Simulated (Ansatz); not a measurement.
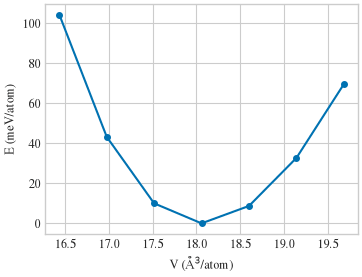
Figure. Pt (simple cubic, Pm-3m) under volume change, the program Ansatz at the PBE level (PAW), scaled uniformly.

Question: What does a third-order Birch–Murnaghan fit give for V₀, B₀ and B′?

Answer: V₀ = 18.06 Å³/atom, B₀ = 185 GPa, B′ = 5.6.

A made-up cell: these elements were put on the sites of a structure type; neither database checked (COD, Materials Project) lists it. It is not the phase usual at ambient conditions (space group No. 225). Symmetry was held in the PBE relaxation; its stability against distortions is not shown here. No spin polarisation was allowed. Scalar-relativistic: spin–orbit coupling is off unless named, which matters more the heavier the elements.

Potentials: the earlier of the program's two PAW sets.
